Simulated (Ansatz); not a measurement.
# FH5OPSi (charge +1): what the fields show

Input

```
crystal:
  periodic: [false, false, false]
  atoms:
    - {symbol: F, position_ang: [0.085140, 0.057985, -1.037535]}
    - {symbol: O, position_ang: [1.347989, -2.296926, -1.556205]}
    - {symbol: P, position_ang: [0.173305, -2.041320, 1.169748]}
    - {symbol: Si, position_ang: [1.214164, -0.994897, -0.611501]}
    - {symbol: H, position_ang: [1.801691, -2.350243, -2.409907]}
    - {symbol: H, position_ang: [2.435453, -0.312274, -0.155284]}
    - {symbol: H, position_ang: [0.968986, -3.032500, 1.781385]}
    - {symbol: H, position_ang: [-1.005763, -2.693971, 0.750658]}
    - {symbol: H, position_ang: [-0.216277, -1.162714, 2.202244]}
basis:
  gaussian: {orbitals: def2-TZVPD}
total_charge: 1
hamiltonian: {xc: pbe0}
output: {forces: true, orbitals: {seedname: orbitals}}
```

Run with:

```sh
ansatz run input.yaml --threads 1 --pin off --max-ram 2610MiB --events-out events.jsonl --progress --plain --runs-dir runs
```

Geometry: PBE0-D3(BJ)/pcseg-1.

Method: Ansatz 0.2.0, isolated molecule in a Gaussian basis; Kohn-Sham density functional theory, functional PBE0.

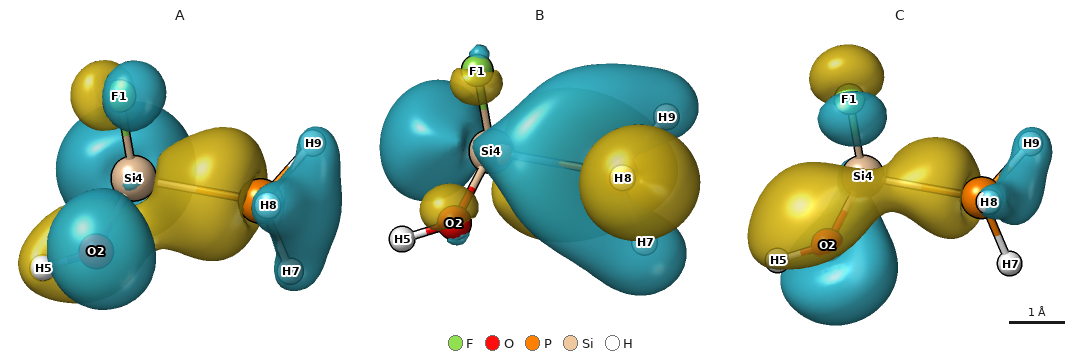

Figure 1. Three frontier orbitals at ±0.08 Å⁻³ᐟ² (yellow and cyan are the two phases), in no order.

Q: Which picture is the HOMO−1, the HOMO and the LUMO?

A: C is the HOMO−1 (−15.30 eV). It lies mainly on O2 (about 65 %), F1 (about 10 %) and P3 (about 5 %). A is the HOMO (−14.77 eV). By Hirshfeld shares it lies mainly on O2 (about 30 %), H6 (about 20 %), Si4 (about 20 %) and P3 (about 15 %). B is the LUMO (−6.00 eV). Its weight (Hirshfeld) is mainly on P3 (about 40 %), Si4 (about 25 %) and H8 (about 15 %).

Q: What is the HOMO–LUMO gap?

A: 8.77 eV between the orbital energies.

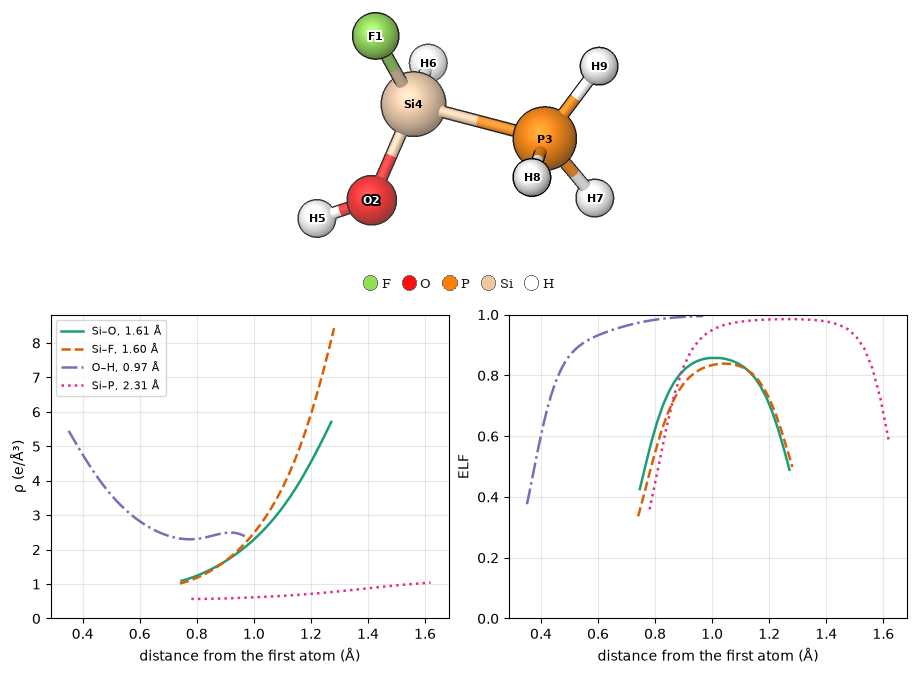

Figure 2. Electron density and ELF along straight lines between neighbouring atoms. The curves leave out the atomic cores. The structure is drawn too.

Q: What can be read from the curves?

A: Si–O (1.61 Å): the density is about 1.3 e/Å³ at the midpoint; the ELF peaks at about 0.85 between the atoms: a short, strongly polar bond.
Si–F (1.60 Å): ρ is about 1.2 e/Å³ halfway; the ELF peaks at about 0.85 in the valence shell of F, 0.6 Å from its nucleus, and is about 0.55 at the midpoint.
O–H (0.97 Å): ρ is about 3.7 e/Å³ halfway; the ELF climbs to about 1 towards the hydrogen, as it does in any bond to H: an ordinary covalent bond to hydrogen.
Si–P (2.31 Å): ρ is about 0.69 e/Å³ halfway, with its minimum of 0.57 e/Å³ about 0.8 Å from Si; the ELF peaks at about 1 between the atoms, as expected for localised, covalent bonding.

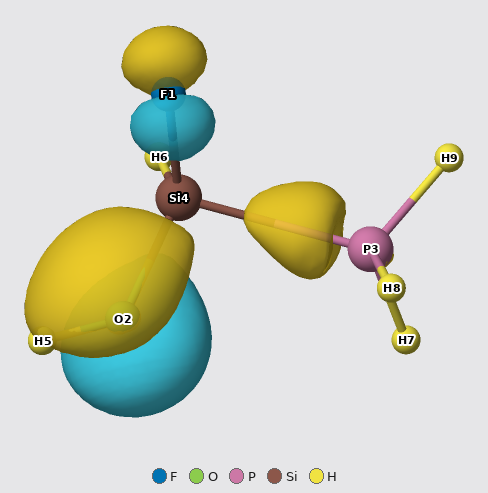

Figure 3. The HOMO−1 at ±0.15 Å⁻³ᐟ² (yellow and cyan are the two phases), seen at a tilt.

Q: Describe this orbital and give its energy.

A: It lies mainly on O2 (about 65 %), F1 (about 10 %) and P3 (about 5 %). Its energy is −15.30 eV.
